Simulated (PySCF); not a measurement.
SMILES c1c([SiH3])ccc(B(O)O)c1 at its GFN2-xTB optimised geometry (Å):

```
19

O     -3.3824    -1.0656    -0.1984
B     -2.6035     0.0369    -0.0078
O     -3.2277     1.2201     0.1777
C     -1.0227     0.0058     0.0000
C     -0.2947     1.1970     0.0032
C      1.0858     1.1951    -0.0004
C      1.8078     0.0040    -0.0036
Si     3.6932     0.0155     0.0119
C      1.0858    -1.1856     0.0000
C     -0.2960    -1.1856     0.0000
H     -2.9189    -1.8893    -0.3382
H     -4.1834     1.1569     0.1566
H     -0.8388     2.1296     0.0067
H      1.6197     2.1357    -0.0022
H      4.1692     0.2882     1.3717
H      4.1756     1.0609    -0.8937
H      4.1834    -1.2928    -0.4278
H      1.6170    -2.1279     0.0008
H     -0.8175    -2.1357     0.0075
```

Computed with CAM-B3LYP/def2-SVP run with PySCF 2.14.0. Cells within 0.4 Å of a nucleus heavier than hydrogen are left out (blank, or x).

Map of the Laplacian of the electron density (e/bohr⁵), clipped to [-1.50, 1.50] on the plane z = 0.0 Å:

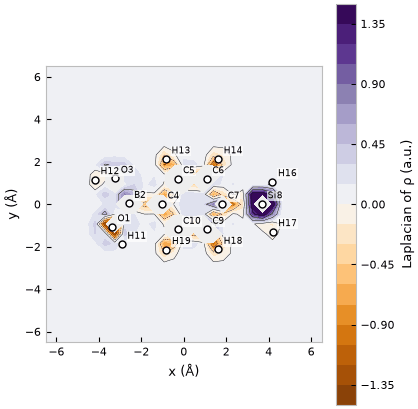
Laplacian of the electron density (e/bohr⁵), clipped to [-1.50, 1.50] on the plane z = 0.0 Å.
